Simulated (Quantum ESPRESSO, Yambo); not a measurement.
# NaF (Villiaumite): G0W0 in Yambo against the bands

Wanted: the cheapest bands that holds the gap of NaF (Villiaumite).

Main program and level: Yambo 5.3.0; PBE and many-body steps on it, plane waves.

The database entry behind the starting cell differs from later determinations by our own check (0.1 to 0.3 % short, probably kX units), so it need not match the best structure at ambient conditions.

## (1) Set-up

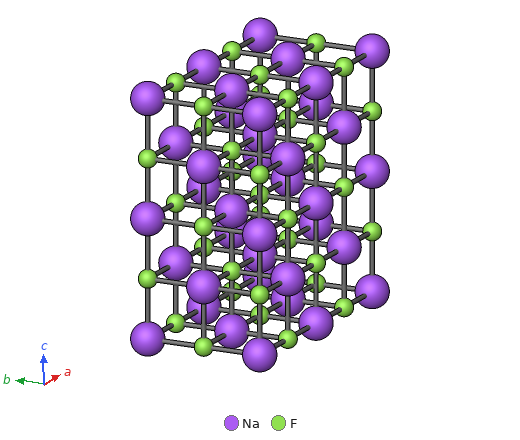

The starting structure, seen from a free direction (sodium purple, fluorine green). 2×1×2 cells are drawn. This picture shows the conventional cell, with its axes. Some periodic images of atoms are drawn too.

Structure file:

```
Na F
1.0
     0.00000    2.31000    2.31000
     2.31000    0.00000    2.31000
     2.31000    2.31000    0.00000
Na F
1 1
Direct
  0.00000 0.00000 0.00000
  0.50000 0.50000 0.50000
```

The cell and positions come from the Crystallography Open Database and are kept as given unless a step says otherwise.

## (2) 24 bands

This step: Yambo 5.3.0; G0W0 on PBE, plane waves, norm-conserving pseudopotentials.

G0W0 replaces the xc potential by the self-energy, built once from these orbitals. Only a window of levels is corrected, while the sums run over the empty bands that the input names.

Contents of gw1.in:

```
HF_and_locXC
gw0
dyson
ppa
em1d
rim_cut
RandQpts= 1000000
RandGvec= 1 RL
EXXRLvcs= 76 Ry
VXCRLvcs= 304 Ry
Chimod= "HARTREE"
% BndsRnXp
 1 | 24 |
%
NGsBlkXp= 15.5 Ry
% LongDrXp
 1 | 1 | 1 |
%
% GbndRnge
 1 | 24 |
%
DysSolver= "n"
ExtendOut
PPAPntXp= 27.21138 eV
% QPkrange
 1 | 1 | 7 | 10 |
%
```

Command:

```sh
$ OMP_NUM_THREADS=1 mpirun -n 4 yambo -F gw1.in -J gw1 -C gw1 > gw1.log
```

Output:

```text
 Yambo, version 5.3.0

 [02] CORE Variables Setup
 =========================

  [... cell, symmetries and grids as in the set-up ...]

  [02.05] Energies & Occupations
  ==============================

  [X] === General ===
  [X] Electronic Temperature                        :  0.000000  0.000000 [eV K]
  [X] Bosonic    Temperature                        :  0.000000  0.000000 [eV K]
  [X] Finite Temperature mode                       : no
  [X] El. density                                   :  0.64901E+24 [cm-3]
  [X] Fermi Level                                   :  0.999133 [eV]

  [X] === Gaps and Widths ===
  [X] Conduction Band Min                           :  6.389538 [eV]
  [X] Valence Band Max                              :  0.000000 [eV]
  [X] Filled Bands                                  :   8
  [X] Empty Bands                                   :    9  298
  [X] Direct Gap                                    :  6.389538 [eV]
  [X] Direct Gap localized at k                     :  1
  [X] Indirect Gap                                  :  6.389538 [eV]
  [X] Indirect Gap between kpts                     :  1  1
  [X] Last valence band width                       :  0.572771 [eV]
  [X] 1st conduction band width                     :  6.932249 [eV]

 [03] Transferred momenta grid and indexing
 ==========================================

 IBZ Q-points                                      :   8
 BZ  Q-points                                      :   64

 K/Q-points units:
 rlu = crystal or reduced units; cc = cartesian coordinates; iku = interal k-units

 Q [1]          [rlu]:  0.000000  0.000000  0.000000
 Q [2]          [rlu]: -0.32585E-20 -0.32585E-20  0.25000
 Q [3]          [rlu]: -0.72449E-16  0.10818E-16 -0.50000
 Q [4]          [rlu]:  0.28945E-16  0.25000      0.25000
 Q [5]          [rlu]:  0.44697E-16  0.25000      0.50000
 Q [6]          [rlu]:  0.49384E-16  0.25000     -0.25000
 Q [7]          [rlu]: -0.57890E-16 -0.50000     -0.50000
 Q [8]          [rlu]:  0.250000 -0.500000 -0.250000

 [04] Coloumb potential Random Integration (RIM)
 ===============================================

  [04.01] RIM initialization
  ==========================

  * Diagonal components only detected *

  8 x (sBL volume)        :  0.186375 [a.u.]
  sBZ random points       :  1000000
  Points outside the sBZ  :   7987327
  RL volume               :  1.490998 [a.u.]
  Integrated volume       :  1.493364 [a.u.]

  [04.02] RIM integrals
  =====================

  Gamma point sphere radius             :  0.103613 [a.u.]
  Points outside the sphere             :   799513
  [Int_sBZ(q=0) 1/q^2]*(Vol_sBZ)^(-1/3) =:  7.764325
                                 should be <:  7.795600

  Summary of Coulomb integrals for non-metallic bands |Q|[au] RIM/Bare

  Q [1] 0.100000E-4 0.995988 * Q [2] 0.311630 1.066317
  Q [4] 0.359840 1.064767 * Q [6] 0.508890 1.027506
  Q [5] 0.596727 1.020475 * Q [3] 0.623261 1.018268
  Q [7] 0.719679 1.014976 * Q [8] 0.804626 1.011959

 [WARNING] [Xp] User bands 1-24 break level degeneracy

 [05] Dipoles
 ============

  [05.01] Setup: observables and procedures
  =========================================

 [06] Dynamic Dielectric Matrix (PPA)
 ====================================

 [WR./gw1//ndb.pp]---------------------------------------------------------------
  Brillouin Zone Q/K grids (IBZ/BZ)                :    8   64    8   64
  RL vectors                                       :  2421 [WF]
  Coulomb cutoff potential                         : none
  Electronic Temperature                           :  0.000000 [K]
  Bosonic    Temperature                           :  0.000000 [K]
  PPA    diel. fun.  energies                      : Perdew, Burke & Ernzerhof(X)+Perdew, Burke & Ernzerhof(C)
  wavefunctions                                    : Perdew, Burke & Ernzerhof(X)+Perdew, Burke & Ernzerhof(C)
  Global Gauge                                     : length
  X matrix size                                    :  181
  X band range                                     :   1  24
  X e/h energy range                               : -1.000000 -1.000000 [eV]
  X Time ordering                                  : R
  X Hxc Kernel                                     : HARTREE
  X Drude frequency                                :  0.000000  0.000000
  X poles                                          :  100.0000 [o/o]
  RL vectors in the sum                            :  2421
  [r,Vnl] included                                 : yes
  Field direction                                  :  0.577350E-5  0.577350E-5  0.577350E-5
  BZ energy Double Grid                            : no
  BZ energy DbGd points                            : 0
  BZ Q point size factor                           : -1.000000
  X Optical Averaged directions                    : none

 [07] Local Exchange-Correlation + Non-Local Fock
 ================================================

 [VXC] Plane waves :  14841
 [EXS] Plane waves :  1893

 QP @ state[ 1 ] K range:  1  1
 QP @ state[ 1 ] b range:   7  10

 [xc] Functional : Perdew, Burke & Ernzerhof(X)+Perdew, Burke & Ernzerhof(C)
 [xc] LIBXC used to calculate xc functional
  PP Number of Atomic Species                      :  2
  NLCC RL compoments                               :  14841
  PP Number of Atomic Species                      :  2
  NLCC RL compoments                               :  14841

 [xc] E_xc :  -11.60150 [Ha]
      E_xc :  -23.20301 [Ry]

  Local XC kind (lXC) : Perdew, Burke & Ernzerhof(X)+Perdew, Burke & Ernzerhof(C)
  Non-Local XC kind (nlXC) : Hartree-Fock

  Corrections @ K [1] :  [eV]
 <7|nlXC|7> = -30.11361  0.12878E-16 <7|lXC|7> = -22.50818  0.23604E-16
 <8|nlXC|8> = -30.11371 -0.97393E-17 <8|lXC|8> = -22.50818  0.94408E-16
 <9|nlXC|9> = -5.315461  0.27048E-18 <9|lXC|9> = -9.464772 -0.33343E-19
 <10|nlXC|10> = -2.175594 -0.36719E-18 <10|lXC|10> = -7.168824 -0.94405E-16

 [08] Dyson equation: Newton solver
 ==================================

  [08.01] G0W0 (W PPA)
  ====================

  [  GW  ] Bands range     :   1  24
  [GW/PPA] G damping       :  0.100000 [eV]

  QP @ state[ 1 ] K range:  1  1
  QP @ state[ 1 ] b range:   7  10

   Sc/G bands                                       :   1  24
   Sc/G damping                                     :  0.100000 ev
   Sc bands terminator                              : no
   Sx RL components                                 :  1893

   QP @ state[ 1 ] K range                          :  1  1
   QP @ state[ 1 ] b range                          :   7  10
   GF energies kind                                 : Perdew, Burke & Ernzerhof(X)+Perdew, Burke & Ernzerhof(C)
   GF WF`s kind                                     : Perdew, Burke & Ernzerhof(X)+Perdew, Burke & Ernzerhof(C)
   Xs energies kind                                 : Perdew, Burke & Ernzerhof(X)+Perdew, Burke & Ernzerhof(C)
   Xs WF`s kind                                     : Perdew, Burke & Ernzerhof(X)+Perdew, Burke & Ernzerhof(C)

 [11] Game Over & Game summary
```

The job ended after 7.1 s (4 MPI ranks of Arm Neoverse V1, shared host; peak memory 1.1 GiB).

Numbers from this step:

```yaml
g0w0_gap_on_the_points_computed: 10.47 eV
starting_gap_on_the_mesh: 6.390 eV
k_of_the_valence_top: 0, 0, 0
k_of_the_conduction_bottom: 0, 0, 0
least_direct_g0w0_gap_on_the_computed_points: 10.47 eV
z_at_the_valence_top: 0.8203
z_at_the_conduction_bottom: 0.9054
```

The gap on the mesh goes from 6.39 eV to 10.47 eV, a correction of +4.08 eV.

## (3) 44 bands

Contents of gw2.in:

```
HF_and_locXC
gw0
dyson
ppa
em1d
rim_cut
RandQpts= 1000000
RandGvec= 1 RL
EXXRLvcs= 76 Ry
VXCRLvcs= 304 Ry
Chimod= "HARTREE"
% BndsRnXp
 1 | 44 |
%
NGsBlkXp= 15.5 Ry
% LongDrXp
 1 | 1 | 1 |
%
% GbndRnge
 1 | 44 |
%
DysSolver= "n"
ExtendOut
PPAPntXp= 27.21138 eV
% QPkrange
 1 | 1 | 7 | 10 |
%
```

Command:

```sh
$ OMP_NUM_THREADS=1 mpirun -n 4 yambo -F gw2.in -J gw2 -C gw2 > gw2.log
```

Output:

```text
 Yambo, version 5.3.0

 [02] CORE Variables Setup
 =========================

  [... cell, symmetries and grids as in the set-up ...]

  [02.05] Energies & Occupations
  ==============================

  [X] === General ===
  [X] Electronic Temperature                        :  0.000000  0.000000 [eV K]
  [X] Bosonic    Temperature                        :  0.000000  0.000000 [eV K]
  [X] Finite Temperature mode                       : no
  [X] El. density                                   :  0.64901E+24 [cm-3]
  [X] Fermi Level                                   :  0.999133 [eV]

  [X] === Gaps and Widths ===
  [X] Conduction Band Min                           :  6.389538 [eV]
  [X] Valence Band Max                              :  0.000000 [eV]
  [X] Filled Bands                                  :   8
  [X] Empty Bands                                   :    9  298
  [X] Direct Gap                                    :  6.389538 [eV]
  [X] Direct Gap localized at k                     :  1
  [X] Indirect Gap                                  :  6.389538 [eV]
  [X] Indirect Gap between kpts                     :  1  1
  [X] Last valence band width                       :  0.572771 [eV]
  [X] 1st conduction band width                     :  6.932249 [eV]

 [03] Transferred momenta grid and indexing
 ==========================================

 IBZ Q-points                                      :   8
 BZ  Q-points                                      :   64

 K/Q-points units:
 rlu = crystal or reduced units; cc = cartesian coordinates; iku = interal k-units

 Q [1]          [rlu]:  0.000000  0.000000  0.000000
 Q [2]          [rlu]: -0.32585E-20 -0.32585E-20  0.25000
 Q [3]          [rlu]: -0.72449E-16  0.10818E-16 -0.50000
[...]
================================================

 [VXC] Plane waves :  14841
 [EXS] Plane waves :  1893

 QP @ state[ 1 ] K range:  1  1
 QP @ state[ 1 ] b range:   7  10

 [xc] Functional : Perdew, Burke & Ernzerhof(X)+Perdew, Burke & Ernzerhof(C)
 [xc] LIBXC used to calculate xc functional
  PP Number of Atomic Species                      :  2
  NLCC RL compoments                               :  14841
  PP Number of Atomic Species                      :  2
  NLCC RL compoments                               :  14841

 [xc] E_xc :  -11.60150 [Ha]
      E_xc :  -23.20301 [Ry]

  Local XC kind (lXC) : Perdew, Burke & Ernzerhof(X)+Perdew, Burke & Ernzerhof(C)
  Non-Local XC kind (nlXC) : Hartree-Fock

  Corrections @ K [1] :  [eV]
 <7|nlXC|7> = -30.11361  0.12878E-16 <7|lXC|7> = -22.50818  0.23604E-16
 <8|nlXC|8> = -30.11371 -0.97393E-17 <8|lXC|8> = -22.50818  0.94408E-16
 <9|nlXC|9> = -5.315461  0.27048E-18 <9|lXC|9> = -9.464772 -0.33343E-19
 <10|nlXC|10> = -2.175594 -0.36719E-18 <10|lXC|10> = -7.168824 -0.94405E-16

 [08] Dyson equation: Newton solver
 ==================================

  [08.01] G0W0 (W PPA)
  ====================

  [  GW  ] Bands range     :    1   44
  [GW/PPA] G damping       :  0.100000 [eV]

  QP @ state[ 1 ] K range:  1  1
  QP @ state[ 1 ] b range:   7  10

   Sc/G bands                                       :    1   44
   Sc/G damping                                     :  0.100000 ev
   Sc bands terminator                              : no
   Sx RL components                                 :  1893

   QP @ state[ 1 ] K range                          :  1  1
   QP @ state[ 1 ] b range                          :   7  10
   GF energies kind                                 : Perdew, Burke & Ernzerhof(X)+Perdew, Burke & Ernzerhof(C)
   GF WF`s kind                                     : Perdew, Burke & Ernzerhof(X)+Perdew, Burke & Ernzerhof(C)
   Xs energies kind                                 : Perdew, Burke & Ernzerhof(X)+Perdew, Burke & Ernzerhof(C)
   Xs WF`s kind                                     : Perdew, Burke & Ernzerhof(X)+Perdew, Burke & Ernzerhof(C)

 [11] Game Over & Game summary
```

The job ended after 11 s (4 MPI ranks; peak memory 1.1 GiB; 40 s of CPU time).

This step gave:

```yaml
g0w0_gap_on_the_points_computed: 10.37 eV
starting_gap_on_the_mesh: 6.390 eV
k_of_the_valence_top: 0, 0, 0
k_of_the_conduction_bottom: 0, 0, 0
least_direct_g0w0_gap_on_the_computed_points: 10.37 eV
z_at_the_valence_top: 0.8228
z_at_the_conduction_bottom: 0.9047
```

Against the run before, the gap moves by −0.100 eV.

## (4) 81 bands

Contents of gw3.in:

```
HF_and_locXC
gw0
dyson
ppa
em1d
rim_cut
RandQpts= 1000000
RandGvec= 1 RL
EXXRLvcs= 76 Ry
VXCRLvcs= 304 Ry
Chimod= "HARTREE"
% BndsRnXp
 1 | 81 |
%
NGsBlkXp= 15.5 Ry
% LongDrXp
 1 | 1 | 1 |
%
% GbndRnge
 1 | 81 |
%
DysSolver= "n"
ExtendOut
PPAPntXp= 27.21138 eV
% QPkrange
 1 | 1 | 7 | 10 |
%
```

Command:

```sh
$ OMP_NUM_THREADS=1 mpirun -n 4 yambo -F gw3.in -J gw3 -C gw3 > gw3.log
```

Output:

```text
 Yambo, version 5.3.0

 [02] CORE Variables Setup
 =========================

  [... cell, symmetries and grids as in the set-up ...]

  [02.05] Energies & Occupations
  ==============================

  [X] === General ===
  [X] Electronic Temperature                        :  0.000000  0.000000 [eV K]
  [X] Bosonic    Temperature                        :  0.000000  0.000000 [eV K]
  [X] Finite Temperature mode                       : no
  [X] El. density                                   :  0.64901E+24 [cm-3]
[...]
Sx RL components                                 :  1893

   QP @ state[ 1 ] K range                          :  1  1
   QP @ state[ 1 ] b range                          :   7  10
   GF energies kind                                 : Perdew, Burke & Ernzerhof(X)+Perdew, Burke & Ernzerhof(C)
   GF WF`s kind                                     : Perdew, Burke & Ernzerhof(X)+Perdew, Burke & Ernzerhof(C)
   Xs energies kind                                 : Perdew, Burke & Ernzerhof(X)+Perdew, Burke & Ernzerhof(C)
   Xs WF`s kind                                     : Perdew, Burke & Ernzerhof(X)+Perdew, Burke & Ernzerhof(C)

 [11] Game Over & Game summary
```

Elapsed: 18 s, on 4 MPI ranks; peak memory 1.2 GiB; 68 s of CPU time.

Numbers from this step:

| Property | Result |
| --- | --- |
| G0W0 gap on the points computed | 10.43 eV |
| starting gap on the mesh | 6.390 eV |
| k of the valence top | 0, 0, 0 |
| k of the conduction bottom | 0, 0, 0 |
| least direct G0W0 gap on the computed points | 10.43 eV |

Against the run before, the gap moves by +0.056 eV.

(Continued in part 2 of 2.)

[Paths, hosts, dates, memory and timing lines, banners, echoed tables and standing remarks are left out of the program output.]

[Logs are printed without paths, hosts, clocks, repeated set-up lines and the standing remarks that a program may print on its own settings, such as how far it seeks lower states.]

[Runs of the session that timed out or met a known fault of the program may be left out.]

[Hosts, paths, dates, database ids (printed as entryN), source tags and the programs' standing remarks are cut or masked in the printed files.]
